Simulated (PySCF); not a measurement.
F₂GeH₄, SMILES `FF.[GeH4]`.

Method: CAM-B3LYP/def2-SVP; geometry: GFN2-xTB; program: PySCF. The pair's geometry is semi-empirical, so its contact may be too short or too long. GFN2-xTB bond lengths at metals and heavier atoms can be off by up to 0.1 Å and shapes distorted, which carries into these values. Without diffuse functions Rydberg states are missing, so the states' numbers hold for this basis only.

Coordinates in Å:

```
F1      -1.9174    0.7182   -0.0001
F2      -2.1941   -0.6565    0.0000
Ge3      1.0270   -0.0151    0.0000
H4       2.4808   -0.3110    0.0208
H5       0.4104   -0.5438    1.2410
H6       0.4208   -0.6682   -1.1859
H7       0.8278    1.4522   -0.0762
```

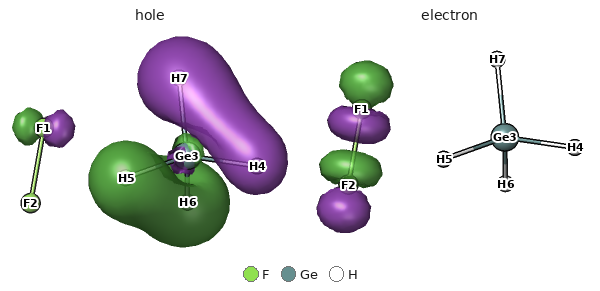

Leading natural transition orbital pair of S₄ (TDA singlet states); the surfaces enclose about 78 % of each orbital's density.

Question: Give its energy, strength and character.

Answer: 5.85 eV (212 nm), f = 0.001 (very weak), charge transfer; the leading pair carries 100 %; hole on Ge3 (43 %), H6 and H7 (16 % each) and H5 (12 %), electron on F1 and F2 (50 % each); their centroids lie 2.9 Å apart; S₃ lies within 0.1 eV of it. In canonical orbitals it is mainly HOMO−1 → LUMO (71 %). The HOMO–LUMO gap is 8.68 eV.

Cost of the run: 23 s on 1 thread of Intel(R) Xeon(R) 6975P-C (Granite Rapids), on a shared host, peak memory 0.47 GiB.
